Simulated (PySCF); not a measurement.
**C$_{2}$H$_{5}$BS$_{2}$: geometry relaxation**

The run: geometry relaxation of C$_{2}$H$_{5}$BS$_{2}$. Method and program: PBE0-D3(BJ)/def2-SVP geometry optimisation, gas phase (PySCF 2.14.0).

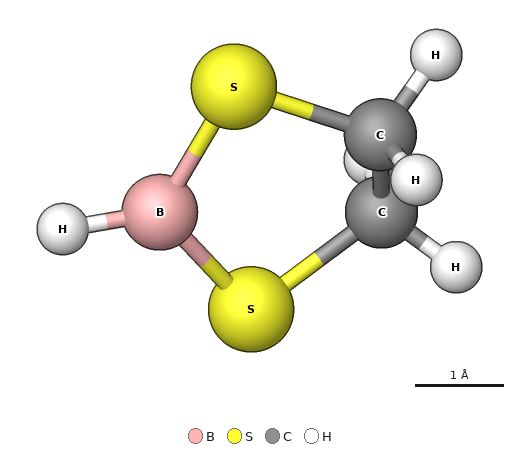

Figure 1. The structure as given in the input (ball-and-stick view, seen at a tilt). Bond lengths as drawn: B–H 1.14 Å, B–S 1.78 to 1.79 Å, C–C 1.52 Å, C–H 1.06 to 1.12 Å and C–S 1.81 to 1.85 Å.

## Input file
```
{"job": {"xc": "PBE0", "basis": "def2-SVP", "d3": "d3bj", "grid": 1, "shake": 0.01, "kind": "geom"}, "charge": 0, "multiplicity": 1}
B      1.812860     0.071200    -0.075620
S      0.869010    -1.116730    -0.999530
C     -0.762860    -0.766470    -0.195640
C     -0.768120     0.683800     0.245650
S      0.830300     1.197560     0.909300
H      2.947220     0.163900    -0.132270
H     -0.802640    -1.444060     0.665190
H     -1.512770    -0.994230    -0.907770
H     -1.017040     1.349760    -0.571300
H     -1.545520     0.834350     1.040930
```

The first line tells a small driver script what to run in PySCF; the rest is the geometry in Å.

Machine: 1 CPU thread, shared host.

Launched with:
```bash
OMP_NUM_THREADS=1 python <driver script> task.json out
```

## Log
```
step   0  E = -899.78794736  max force = 0.038217
step   1  E = -899.79245842  max force = 0.008124
step   2  E = -899.79268643  max force = 0.001565
step   3  E = -899.79270143  max force = 0.000369
step   4  E = -899.79270657  max force = 0.000363
optimisation converged
```

## Trajectory as extended XYZ (Å, eV, eV/Å), 5 frames, from step=0 to step=4
```
10
Properties=species:S:1:pos:R:3:forces:R:3 step=0 energy=-24484.47717
B     1.8129    0.0712   -0.0756   -1.8687   0.1424   0.1194
S     0.8690   -1.1167   -0.9995   -0.1138  -0.2673  -0.2010
C    -0.7629   -0.7665   -0.1956    1.9652   0.4966   0.8446
C    -0.7681    0.6838    0.2457   -1.0708  -0.3723   0.8713
S     0.8303    1.1976    0.9093    0.4161   0.0449   0.2389
H     2.9472    0.1639   -0.1323    1.7482   0.0368  -0.0752
H    -0.8026   -1.4441    0.6652   -0.2453  -0.0903   0.0685
H    -1.5128   -0.9942   -0.9078   -1.1866  -0.3024  -0.8687
H    -1.0170    1.3498   -0.5713   -0.1135   0.3441  -0.5513
H    -1.5455    0.8344    1.0409    0.4692  -0.0326  -0.4465
10
Properties=species:S:1:pos:R:3:forces:R:3 step=1 energy=-24484.59992
B     1.7056    0.4152   -0.0065    0.4015  -0.0892  -0.0250
S     0.8671   -0.7825   -1.0291    0.0023   0.0220  -0.0148
C    -0.7302   -0.6413   -0.1505   -0.4178  -0.1585  -0.3124
C    -0.9059    0.7483    0.4164    0.0822   0.1259  -0.1263
S     0.6835    1.3319    1.1266   -0.0914   0.0823   0.0480
H     2.9058    0.5615   -0.0667   -0.2226   0.0350   0.0140
H    -0.7460   -1.3997    0.6470    0.0310  -0.0245   0.0036
H    -1.5385   -0.8804   -0.8743    0.2247   0.0475   0.2632
H    -1.1995    1.4661   -0.3711    0.0276  -0.0770   0.1190
H    -1.6680    0.7603    1.2072   -0.0375   0.0365   0.0307
10
Properties=species:S:1:pos:R:3:forces:R:3 step=2 energy=-24484.60613
B     1.7162    0.4051   -0.0002    0.0264  -0.0196  -0.0562
S     0.8641   -0.7812   -1.0299    0.0208  -0.0120  -0.0091
C    -0.7383   -0.6446   -0.1530   -0.0805  -0.0086  -0.0437
C    -0.9044    0.7494    0.4137    0.0520   0.0029   0.0138
S     0.6853    1.3330    1.1226   -0.0340   0.0143   0.0264
H     2.9060    0.5691   -0.0705   -0.0452  -0.0018   0.0226
H    -0.7480   -1.4046    0.6438    0.0208   0.0102   0.0090
H    -1.5444   -0.8838   -0.8651    0.0415   0.0074   0.0376
H    -1.1965    1.4661   -0.3695    0.0014  -0.0034   0.0019
H    -1.6660    0.7708    1.2071   -0.0032   0.0107  -0.0022
10
Properties=species:S:1:pos:R:3:forces:R:3 step=3 energy=-24484.60654
B     1.7136    0.4030   -0.0049    0.0006  -0.0153  -0.0150
S     0.8617   -0.7845   -1.0331    0.0029   0.0121   0.0076
C    -0.7396   -0.6442   -0.1526   -0.0099   0.0123   0.0189
C    -0.9020    0.7510    0.4134    0.0134  -0.0091   0.0165
S     0.6867    1.3331    1.1218   -0.0067  -0.0141  -0.0090
H     2.9017    0.5645   -0.0698    0.0106   0.0056   0.0040
H    -0.7448   -1.4017    0.6466    0.0112   0.0061   0.0057
H    -1.5462   -0.8851   -0.8602   -0.0137  -0.0026  -0.0071
H    -1.1940    1.4674   -0.3697   -0.0025   0.0048  -0.0122
H    -1.6631    0.7757    1.2074   -0.0059   0.0002  -0.0094
10
Properties=species:S:1:pos:R:3:forces:R:3 step=4 energy=-24484.60668
B     1.7144    0.4001   -0.0084   -0.0187  -0.0087   0.0037
S     0.8583   -0.7858   -1.0345   -0.0035   0.0023  -0.0026
C    -0.7416   -0.6432   -0.1505    0.0137   0.0050   0.0181
C    -0.9009    0.7526    0.4132    0.0017   0.0012   0.0065
S     0.6891    1.3310    1.1197    0.0050  -0.0028  -0.0028
H     2.9025    0.5604   -0.0720    0.0149   0.0037  -0.0030
H    -0.7433   -1.3984    0.6509    0.0049   0.0012   0.0026
H    -1.5500   -0.8852   -0.8553   -0.0164  -0.0069  -0.0106
H    -1.1923    1.4681   -0.3711    0.0019   0.0033  -0.0071
H    -1.6622    0.7797    1.2069   -0.0036   0.0016  -0.0048
```

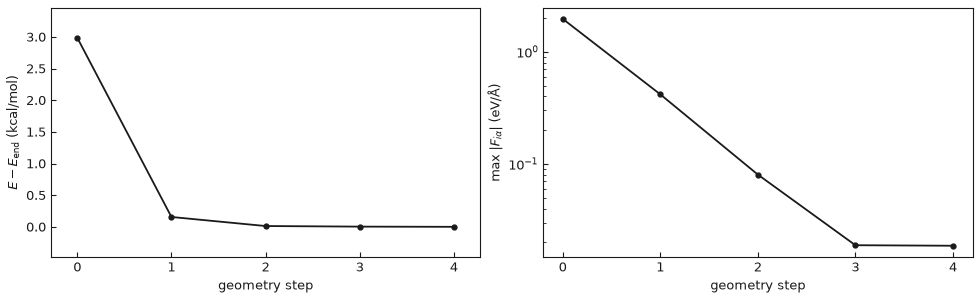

Figure 2. Progress of the relaxation, step by step (steps are counted from 0).

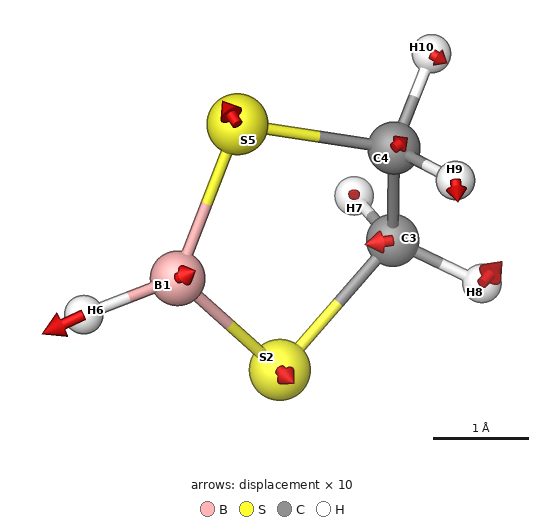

Figure 3. The starting structure with the displacements as red arrows, magnified 10 times (ball-and-stick view, seen at a tilt). The two geometries are laid on each other by the best rigid fit. The energy falls by 2.99 kcal/mol in 4 geometry steps. Largest force component: 2 eV/Å at the start, 0.019 eV/Å at the end. The largest move after the best rigid fit is that of H6, 0.049 Å. Largest moves by element: H 0.049 Å, S 0.034 Å, C 0.031 Å, B 0.026 Å. Among the contacts that change: B1–H6 1.140 → 1.201 Å, C3–H8 1.059 → 1.099 Å, C4–S5 1.805 → 1.834 Å, C4–H10 1.122 → 1.100 Å. Among the angles that change: H7–C3–H8 111.7° → 108.3°, S2–C3–H7 104.8° → 107.4°, C4–C3–H8 113.5° → 111.4°. (Atoms are counted from 1 in the order of the input.)

## Key numbers

| quantity | value |
| --- | --- |
| outcome | converged |
| total energy | −899.792707 hartree |
| dipole moment | 2.28 D |
| point group | C2 |
| wall time | 20 s |
| peak memory | 0.43 GiB |
